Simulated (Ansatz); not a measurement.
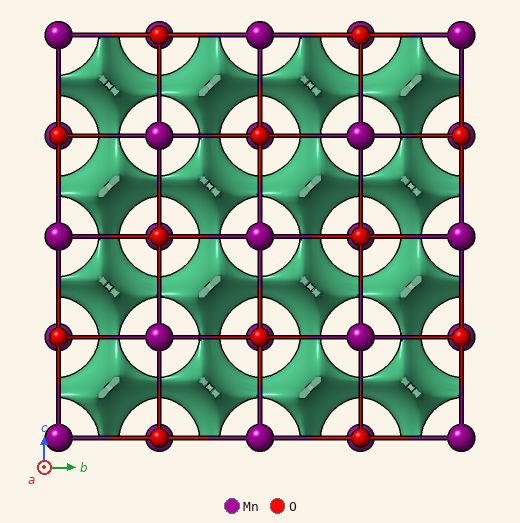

The green surface encloses the points that the centre of a probe sphere of radius 0.20 Å can occupy in MnO in space group Fm-3m, computed on a grid of about 0.12 Å (2×2×2 cells shown, view along the a axis; pale faces close the region where the box cuts it).

The atoms' radii are Shannon crystal radii (six-coordinate where tabulated): Mn 0.97 Å, O 1.26 Å.

Origin of the cell: coordinates from a relaxation with Ansatz, DFT PBEsol, scalar-relativistic, plane waves, PAW.

```xyz
8
Lattice="4.3389 0.0000 0.0000 0.0000 4.3389 0.0000 0.0000 0.0000 4.3389" Properties=species:S:1:pos:R:3 pbc="T T T"
Mn    0.0000    0.0000    0.0000
O     2.1695    0.0000    0.0000
Mn    0.0000    2.1695    2.1695
O     2.1695    2.1695    2.1695
Mn    2.1695    0.0000    2.1695
O     0.0000    0.0000    2.1695
Mn    2.1695    2.1695    0.0000
O     0.0000    2.1695    0.0000
```

Is the space open to the probe made of pockets or channels?

Answer. Where they connect, they form a three-dimensional network.

What share of the cell can the probe's centre reach?

Answer. About 15 % of the volume (12 Å³ of 81.7 Å³).

Give the largest included and the largest free sphere.

Answer. The largest sphere that fits anywhere has a diameter of 1.24 Å; the largest that can travel through the crystal, about 0.6 Å.

How does the connectivity change as the probe shrinks?

Answer. Below a radius of about 0.30 Å the space forms a three-dimensional network. These are grid estimates, good to about 0.05 Å.
